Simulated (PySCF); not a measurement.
C$_{5}$H$_{11}$AsO

```yaml
atoms:
  - { symbol: C, position_ang: [-1.7333, -1.8007, -0.0929] }
  - { symbol: C, position_ang: [-0.4421, -1.0525, -0.4034] }
  - { symbol: As, position_ang: [-0.0194, 0.3085, 0.9769] }
  - { symbol: C, position_ang: [-1.1601, 1.7559, 0.2522] }
  - { symbol: C, position_ang: [1.6635, 0.9868, 0.0898] }
  - { symbol: C, position_ang: [2.6651, -0.0713, 0.2824] }
  - { symbol: O, position_ang: [2.8797, -0.9737, -0.4869] }
  - { symbol: H, position_ang: [-2.5713, -1.1068, -0.0143] }
  - { symbol: H, position_ang: [-1.6458, -2.3351, 0.8533] }
  - { symbol: H, position_ang: [-1.9610, -2.5232, -0.8754] }
  - { symbol: H, position_ang: [-0.5158, -0.5610, -1.3773] }
  - { symbol: H, position_ang: [0.3910, -1.7569, -0.4543] }
  - { symbol: H, position_ang: [-1.0442, 1.8426, -0.8273] }
  - { symbol: H, position_ang: [-0.8999, 2.7071, 0.7150] }
  - { symbol: H, position_ang: [-2.2055, 1.5491, 0.4776] }
  - { symbol: H, position_ang: [1.4436, 1.1481, -0.9655] }
  - { symbol: H, position_ang: [1.9505, 1.9163, 0.5806] }
  - { symbol: H, position_ang: [3.1963, -0.0267, 1.2579] }
```

Geometry: GFN2-xTB.

Theory: CAM-B3LYP/def2-SVPD, SCF density, gas phase in PySCF.

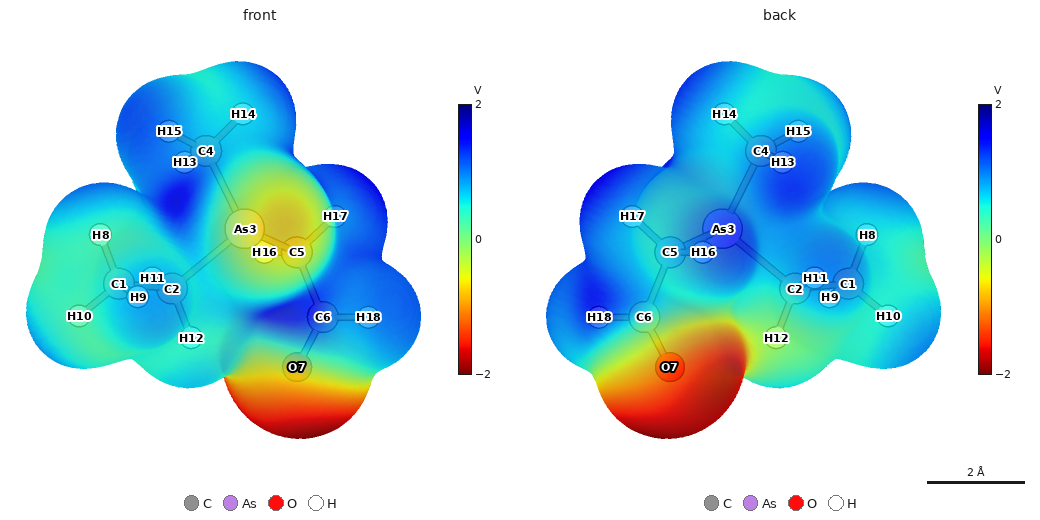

Figure 1. The electrostatic potential painted on the density surface at 0.004 e/bohr³, seen from the front and from behind; red is negative and blue positive.

### Describe the electrostatic potential map.

The most negative region (about −1.9 V, or −44 kcal/mol for a unit charge) lies over O7, the most positive (about +1.6 V, or +37 kcal/mol for a unit charge) over As3, C6 and H17. O7 is the likeliest acceptor of a hydrogen bond.

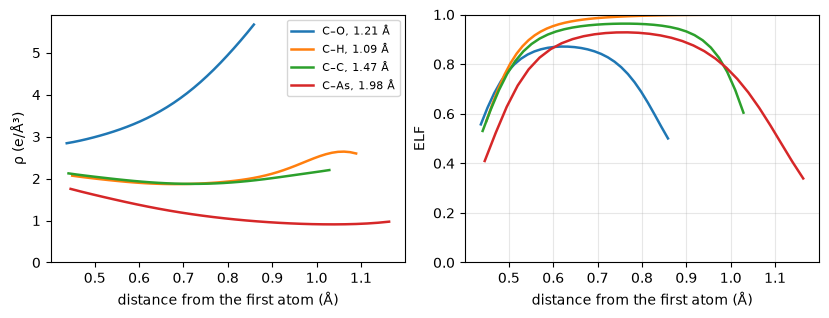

Figure 2. Electron density and electron localisation function along straight lines between neighbouring atoms. The curves leave out the atomic cores.

### What kind of bonding do the profiles show?

C–O (1.21 Å): the density is about 3.4 e/Å³ at the midpoint; the ELF peaks at about 0.85 between the atoms: a short, multiple covalent bond.
C–H (1.09 Å): the density is about 2 e/Å³ at the midpoint; the ELF climbs to about 1 towards the hydrogen, as it does in any bond to H: an ordinary covalent bond to hydrogen.
C–C (1.47 Å): ρ is about 1.9 e/Å³ halfway; the ELF peaks at about 0.95 between the atoms: localised, covalent bonding.
C–As (1.98 Å): ρ at the midpoint is about 0.91 e/Å³; the ELF peaks at about 0.95 between the atoms (a covalent bond).
